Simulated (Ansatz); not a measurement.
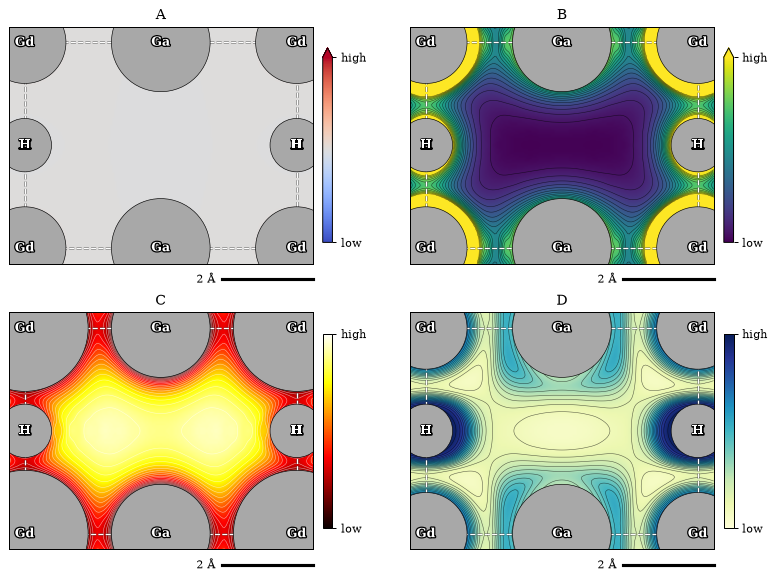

GdGaH: 4 fields on the (11̄0) plane of the conventional cell, with unlabelled colour scales. Grey discs cover the atomic cores.

Space group P4/mmm; a structure generated by program, which may or may not match a known phase; spin-polarised.

These are results of DFT PBE, scalar-relativistic, plane waves, PAW in Ansatz 0.2.0, not measurements.

> The panels show electron localisation function, electrostatic potential energy of an electron, spin density and valence pseudo-density in some order. Assign them.

Panel A: spin density (confined to the magnetic sites and close to zero elsewhere). Panel B: valence pseudo-density. Panel C: electrostatic potential energy of an electron (low next to the atoms, rising into the space between them). Panel D: electron localisation function. From the grid: Gd–H (2.27 Å): ρ at the midpoint is about 0.42 e/Å³; the ELF climbs to about 1 towards the hydrogen. Gd–Ga (3.01 Å): the density is about 0.18 e/Å³ at the midpoint; the ELF peaks at about 0.50 in the valence shell of Ga, 1.2 Å from its nucleus, and drops to about 0.20 between the two atoms (no localised pair shows between them).
